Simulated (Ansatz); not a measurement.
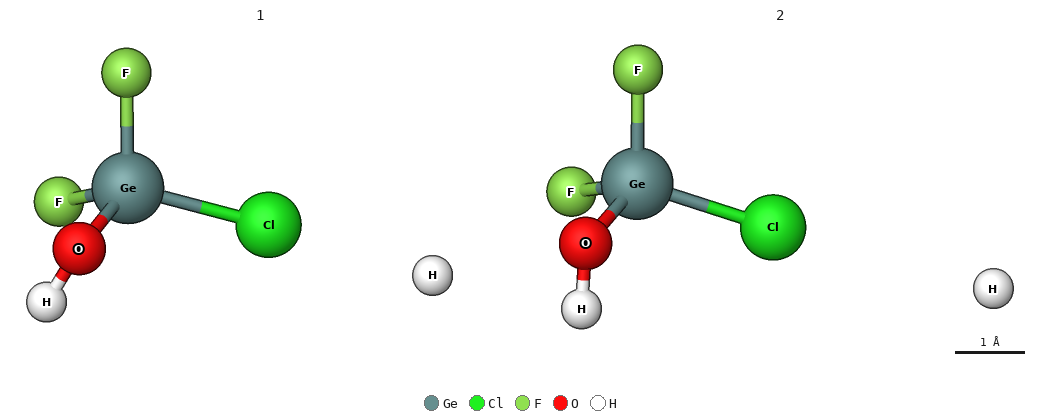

Two geometries of GeH2OClF2 (multiplicity 2), drawn at one scale. One is the start of a relaxation, the other its converged end. Style: ball-and-stick. Shown at a tilt.

Method: UKS PBE/def2-SVP in Ansatz 0.2.0. Set-up: collinear spin; force threshold 0.03 eV/Å; at most 50 steps.

Which one is relaxed?

Answer. Structure 2 is the relaxed one. The run prepares an end point of a later path (reaction) calculation, from a guessed geometry. The energy falls by 5.26 kJ/mol in 12 accepted moves (14 points after the start). Largest force component: 0.84 eV/Å at the start, 0.013 eV/Å at the end. The line search rejected the trial steps at points 9, 11 of the run. The forces were under the threshold at step 4, but the run went on from there. The largest move after the best rigid fit is that of an H atom, 0.64 Å. By element the largest moves are H 0.64 Å, Cl 0.23 Å, O 0.22 Å, F 0.19 Å, Ge 0.17 Å. Among the contacts that change: Cl–Ge 2.193 → 2.140 Å. Among the angles between lasting bonds that change: Ge–O–H 109.3° → 111.3°, O–Ge–F 108.9° → 111.0°. Groups turn about Ge–O by about 30°. The run took 12 s on 4 threads of AMD EPYC 9R45 96-Core Processor (Zen 5) (shared host), peak memory 0.2 GiB.

Limits of the set-up: the start holds two separate molecules, 2.6 Å apart at their closest, whose relative position is a soft coordinate and is computed without a dispersion correction.
